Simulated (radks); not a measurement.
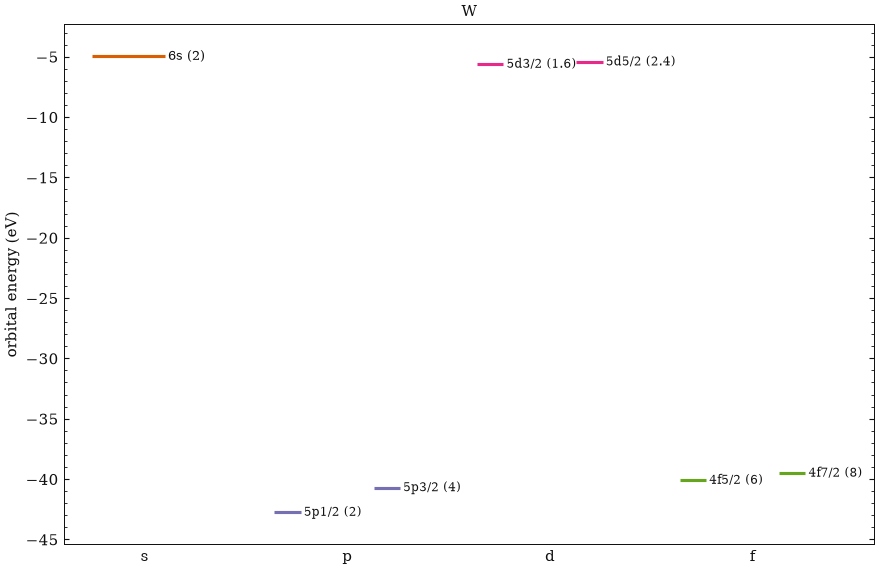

Figure 1. The outer levels are drawn by angular momentum (occupations in brackets, the lower j at the left of each column). The highest occupied level is 6s at −4.97 eV. The highest 3 occupied levels, from the top down, are 6s (−4.97 eV), 5d5/2 (−5.43 eV), 5d3/2 (−5.62 eV). Spin-orbit splittings: 5d 0.193 eV, 4f 0.592 eV, 5p 2.04 eV. The open 5d shell lies under a filled one.

# W: atomic calculation

- system: atomic tungsten (W) in the configuration [Xe] 4f14 5d4 6s2 (open shells shared over both j by 2j + 1). The speed of light is set to 274.072 atomic units.
- method: Dirac Kohn-Sham, PBEsol, spin-unpolarised, spherical densities, point nucleus (the in-house radial solver radks)

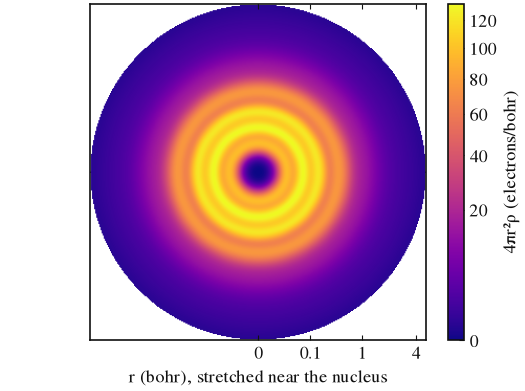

Figure 2. The radial density 4πr²ρ as a disc about the nucleus, with the radius drawn as r to the power 0.3. There are 4 maxima, at r = 0.0145, 0.0613, 0.163 and 0.425 bohr, parted by minima at 0.0262, 0.107 and 0.304 bohr, inside which lie 2.0, 11.3 and 30.2 electrons. The configuration has 6 principal shells, so not every shell has a maximum of its own.

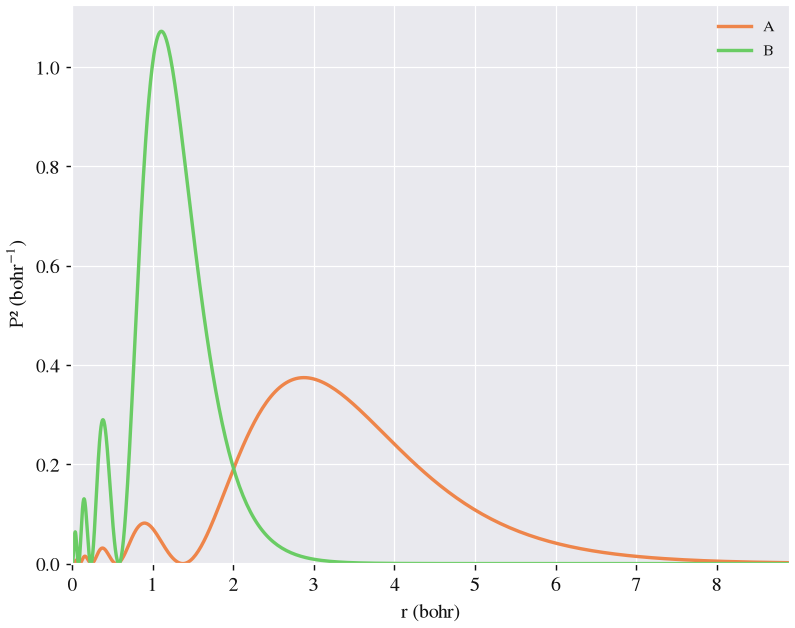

Figure 3. The radial probability densities P² (large components) of 6s and 5p1/2. A is 6s; B is 5p1/2. 5p1/2: outer maximum at 1.11 bohr, ⟨r⟩ = 1.27 bohr, 3 nodes, eigenvalue −42.8 eV; 6s: outer maximum at 2.88 bohr, ⟨r⟩ = 3.43 bohr, 5 nodes, eigenvalue −4.97 eV. The innermost lobes are too small to be seen at this scale.

Input and output of the run follow.

Input file:
```
Z 74
configuration [Xe] 4f14 5d4 6s2
relativity Dirac
functional pbe_sol,pbe_sol
spin unpolarised
j_filling average
nucleus point
c 274.072
```

Energies in input and log are in hartree, lengths in bohr.

The program's output:
```
1s1/2   1   2.0000       -2387.71326754
2s1/2   1   2.0000        -396.87405554
2p1/2   1   2.0000        -380.25680347
2p3/2   1   4.0000        -369.57538812
3s1/2   1   2.0000         -90.81112854
3p1/2   1   2.0000         -83.17040084
3p3/2   1   4.0000         -80.88532859
3d3/2   1   4.0000         -66.94406769
3d5/2   1   6.0000         -66.36602852
4s1/2   1   2.0000         -18.29925151
4p1/2   1   2.0000         -15.11241825
4p3/2   1   4.0000         -14.59046661
4d3/2   1   4.0000          -8.91465883
4d5/2   1   6.0000          -8.80184639
4f5/2   1   6.0000          -1.47378749
4f7/2   1   8.0000          -1.45201677
5s1/2   1   2.0000          -2.49742786
5p1/2   1   2.0000          -1.57143473
5p3/2   1   4.0000          -1.49644279
5d3/2   1   1.6000          -0.20670927
5d5/2   1   2.4000          -0.19960322
6s1/2   1   2.0000          -0.18279743
Etot -15481.21027260652
Ekin 15878.89284200834
Encl -37237.471641160555
Eh 6183.749246274814
Exc -306.38071972911854
err 1.3272104441044245e-08
it 15
```

Orbitals:

```tsv
orbital	occupation	energy (eV)	⟨r⟩ (bohr)	outer maximum (bohr)
1s	2	−64973.0	0.01998	0.0131
2s	2	−10799.5	0.08423	0.0721
2p1/2	2	−10347.3	0.07090	0.0554
2p3/2	4	−10056.7	0.07277	0.0570
3s	2	−2471.1	0.2152	0.199
3p1/2	2	−2263.2	0.2052	0.187
3p3/2	4	−2201.0	0.2087	0.191
3d3/2	4	−1821.6	0.1829	0.150
3d5/2	6	−1805.9	0.1840	0.151
4s	2	−497.948	0.4804	0.449
4p1/2	2	−411.230	0.4870	0.449
4p3/2	4	−397.027	0.4948	0.456
4d3/2	4	−242.580	0.5115	0.453
4d5/2	6	−239.510	0.5143	0.455
5s	2	−67.958	1.145	1.03
5p1/2	2	−42.761	1.268	1.11
5p3/2	4	−40.720	1.292	1.13
4f5/2	6	−40.104	0.5921	0.423
4f7/2	8	−39.511	0.5943	0.424
5d3/2	1.6	−5.625	1.986	1.47
5d5/2	2.4	−5.431	2.008	1.48
6s	2	−4.974	3.426	2.88
```

Results in brief:

- outcome: converged
- total energy: −15481.2103 hartree
- kinetic energy: 15878.8928 hartree
- electron–nucleus energy: −37237.4716 hartree
- Hartree energy: 6183.7492 hartree
- exchange–correlation energy: −306.380720 hartree
- radius at density 0.001 e/bohr³: 4.89 bohr
- SCF iterations: 15
- hardware: 1 CPU thread, shared host

Remarks:

The speed of light is 2 times its true value, so the relativistic shifts and splittings are not those of the real element.
